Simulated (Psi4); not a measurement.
**C2ClFO (SMILES O=C=C(F)Cl): SVWN-RPA/6-31G(d) (density fitting, Cartesian functions)**

Aim: molecular dynamics of C2ClFO. Input form: an ASE script.

Program for the calculation: Psi4 1.11.

## (1) The structure to begin with

C2ClFO has 5 atoms, charge 0, and is taken as a singlet. SMILES: `O=C=C(F)Cl`. The shape is that of a GFN2-xTB (4 decimals) optimisation. The run starts from this shape.

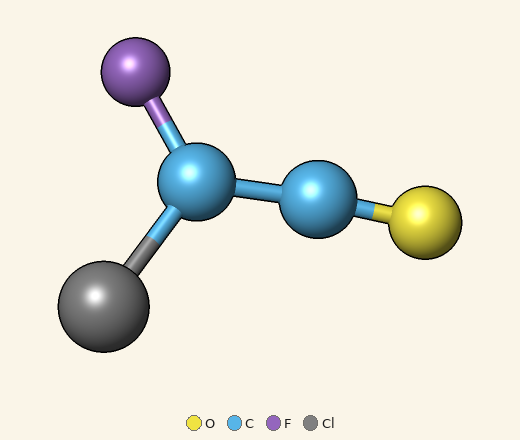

The structure, seen from a chosen angle (oxygen yellow, carbon blue, fluorine purple, chlorine grey).

## (2) A short trajectory at SVWN-RPA/6-31G(d) (density fitting, Cartesian functions)

c2clfo.sdf

```

     RDKit          3D

  5  4  0  0  0  0  0  0  0  0999 V2000
   -1.0030   -0.7679    1.5905 O   0  0  0  0  0  0  0  0  0  0  0  0
   -0.3867   -0.4132    0.6728 C   0  0  0  0  0  0  0  0  0  0  0  0
    0.2657    0.0788   -0.3436 C   0  0  0  0  0  0  0  0  0  0  0  0
    1.1934   -0.5959   -1.0468 F   0  0  0  0  0  0  0  0  0  0  0  0
   -0.0693    1.6982   -0.8728 Cl  0  0  0  0  0  0  0  0  0  0  0  0
  2  1  2  0
  3  2  2  0
  4  3  1  0
  5  3  1  0
M  END
$$$$
```

run_ase.py

```python
import numpy as np
from ase.calculators.psi4 import Psi4
from ase.io import read
from ase import units
from ase.md.velocitydistribution import MaxwellBoltzmannDistribution, Stationary
from ase.md.verlet import VelocityVerlet

atoms = read('c2clfo.sdf')
calc = Psi4(atoms=atoms, method='svwn', basis='6-31G*', memory='1600MB', num_threads=1, charge=0, multiplicity=1, label='calc', reference='rks')
atoms.calc = calc

MaxwellBoltzmannDistribution(atoms, temperature_K=300.0, rng=np.random.default_rng(715))
Stationary(atoms)
dyn = VelocityVerlet(atoms, 1.0 * units.fs)
def show():
    ep, ek = atoms.get_potential_energy(), atoms.get_kinetic_energy()
    print(f'step {dyn.nsteps:3d}  Epot {ep:14.6f}  Ekin {ek:9.6f}  Etot {ep + ek:14.6f} eV  T {atoms.get_temperature():7.1f} K')
dyn.attach(show)
dyn.run(15)
```

Started as:

```sh
$ python run_ase.py
```

calc.dat:

```text
[...]
  Running in c1 symmetry.
[...]
  Nuclear repulsion =  195.447653158009587
[...]
  Multiplicity = 1
[...]
  Nalpha       = 23
  Nbeta        = 23
[...]
    Number of basis functions: 79
[...]
   @DF-RKS iter   1:  -708.85398364456069    4.96730e-02   6.42260e-03 DIIS/ADIIS
[...]
   @DF-RKS iter  13:  -708.97081970229965   -1.47793e-12   4.29172e-09 DIIS
[...]
    Orbital Energies [Eh]
    ---------------------
    Doubly Occupied:
       1A   -100.379493     2A    -24.163145     3A    -18.738892
       4A     -9.959487     5A     -9.957060     6A     -9.201647
       7A     -7.063143     8A     -7.051496     9A     -7.049880
      10A     -1.160754    11A     -1.055850    12A     -0.861249
      13A     -0.713927    14A     -0.562945    15A     -0.508325
      16A     -0.490827    17A     -0.465980    18A     -0.435377
      19A     -0.417224    20A     -0.389186    21A     -0.347723
      22A     -0.334555    23A     -0.219283
[...]
  @DF-RKS Final Energy:  -708.97081970229965
   => Energetics <=
    Nuclear Repulsion Energy =            195.4476531580095866
    One-Electron Energy =               -1367.7122848985393375
    Two-Electron Energy =                 518.8713521954389307
    DFT Exchange-Correlation Energy =     -55.5775401572088725
    Empirical Dispersion Energy =           0.0000000000000000
    VV10 Nonlocal Energy =                  0.0000000000000000
    Total Energy =                       -708.9708197022996501
[...]
 Multipole Moments:
 ------------------------------------------------------------------------------------
     Multipole            Electronic (a.u.)      Nuclear  (a.u.)        Total (a.u.)
 ------------------------------------------------------------------------------------
 L = 1.  Multiply by 2.5417464519 to convert [e a0] to [Debye]
 Dipole X            :          1.0971784           -1.1037265           -0.0065482
 Dipole Y            :          0.5150669           -0.4297140            0.0853529
 Dipole Z            :         -1.3568126            1.3311291           -0.0256834
 Magnitude           :                                                    0.0893736
[...]
  -Total Gradient:
     Atom            X                  Y                   Z
    ------   -----------------  -----------------  -----------------
       1        0.000066124487    -0.000780268360     0.008355375248
       2       -0.011080086764     0.001106877087     0.004847322049
       3       -0.009396224041     0.016206898039    -0.012995888504
       4        0.010183261322     0.009343086061    -0.006937187864
       5        0.010191302446    -0.025886564583     0.006802465548
[...]
```

Standard output:

```text
step   0  Epot  -19292.149211  Ekin  0.224752  Etot  -19291.924459 eV  T   347.8 K
step   1  Epot  -19292.154726  Ekin  0.230195  Etot  -19291.924531 eV  T   356.2 K
step   2  Epot  -19292.158198  Ekin  0.233605  Etot  -19291.924593 eV  T   361.4 K
step   3  Epot  -19292.157926  Ekin  0.233307  Etot  -19291.924619 eV  T   361.0 K
step   4  Epot  -19292.153136  Ekin  0.228538  Etot  -19291.924598 eV  T   353.6 K
step   5  Epot  -19292.144194  Ekin  0.219664  Etot  -19291.924530 eV  T   339.9 K
step   6  Epot  -19292.132570  Ekin  0.208147  Etot  -19291.924423 eV  T   322.1 K
step   7  Epot  -19292.120545  Ekin  0.196239  Etot  -19291.924307 eV  T   303.6 K
step   8  Epot  -19292.110570  Ekin  0.186337  Etot  -19291.924233 eV  T   288.3 K
step   9  Epot  -19292.104350  Ekin  0.180105  Etot  -19291.924246 eV  T   278.7 K
step  10  Epot  -19292.102089  Ekin  0.177735  Etot  -19291.924354 eV  T   275.0 K
step  11  Epot  -19292.102309  Ekin  0.177789  Etot  -19291.924519 eV  T   275.1 K
step  12  Epot  -19292.102396  Ekin  0.177720  Etot  -19291.924677 eV  T   275.0 K
step  13  Epot  -19292.099585  Ekin  0.174816  Etot  -19291.924769 eV  T   270.5 K
step  14  Epot  -19292.091888  Ekin  0.167121  Etot  -19291.924767 eV  T   258.6 K
step  15  Epot  -19292.078655  Ekin  0.153981  Etot  -19291.924674 eV  T   238.2 K
```

It took 68 s on 1 thread of AMD EPYC 7R43 (Zen 3), shared host; peak memory 0.5 GiB.

Step by step:

```
step  potential energy change (eV)  largest force (eV/Å)
   0                        0.0000                1.9160
   1                       -0.0055                1.9346
   2                       -0.0090                1.8743
   3                       -0.0087                1.7610
   4                       -0.0039                1.6683
   5                        0.0050                1.6921
   6                        0.0166                1.8624
   7                        0.0287                2.1013
   8                        0.0386                2.2955
   9                        0.0449                2.3620
  10                        0.0471                2.2663
  11                        0.0469                2.0203
  12                        0.0468                1.6760
  13                        0.0496                1.3264
  14                        0.0573                1.3275
  15                        0.0706                1.4727
```

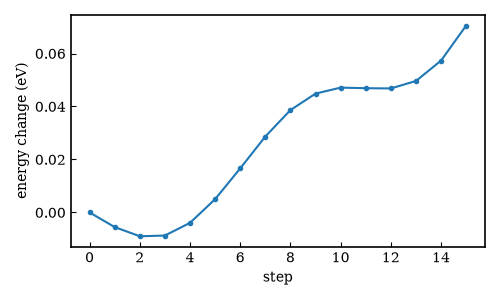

Energy along the run.

## (3) What came out

At SVWN-RPA/6-31G* (density fitting, Cartesian functions):

```
                          quantity          value
potential energy of the last frame  -708.97082 Eh
```
